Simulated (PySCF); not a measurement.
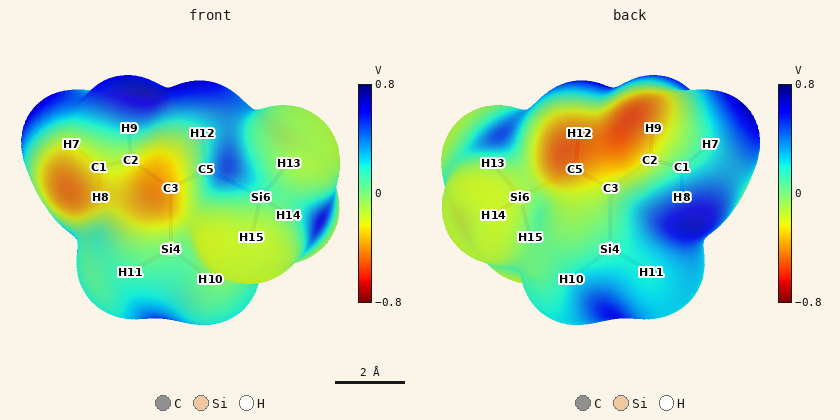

*C$_{4}$H$_{9}$Si$_{2}$ (SMILES C=C/C([SiH2])=C/[SiH3]) (doublet). The molecular electrostatic potential painted on the density surface at 0.001 e/bohr³, seen from the front and from behind; the colour scale runs from red (negative) to blue (positive).*

Geometry: GFN2-xTB.

All numbers below come from PySCF, UKS B3LYP, pcH-1 on C H Si, non-relativistic, mean-field spin-orbit, GIAO.

The calculation's input:

```
{"job": {"kind": "epr", "basis": "pcH-1"}, "charge": 0, "multiplicity": 2}
C      2.327032     1.540275    -0.094094
C      1.431612     0.754286     0.494978
C      0.233028     0.183055    -0.108446
Si    -0.425904     0.913334    -1.654493
C     -0.360492    -0.887359     0.517263
Si    -1.884321    -1.815004    -0.006926
H      3.187690     1.908673     0.438154
H      2.241619     1.839798    -1.125512
H      1.597115     0.466219     1.527898
H     -1.578302     0.355872    -2.335448
H      0.024432     2.198897    -2.161395
H      0.130331    -1.237781     1.419588
H     -2.141580    -2.880763     0.964900
H     -1.735632    -2.413897    -1.343706
H     -3.051043    -0.917616    -0.060328
```

Run with:

```sh
OMP_NUM_THREADS=1 python probes_run.py task.json out
```

### Describe the electrostatic potential map.

The most negative region (about −0.5 V) lies over the π face of C1, C2, C3 and C5, the most positive (about +0.7 V) over H7, H8, H9 and H12.
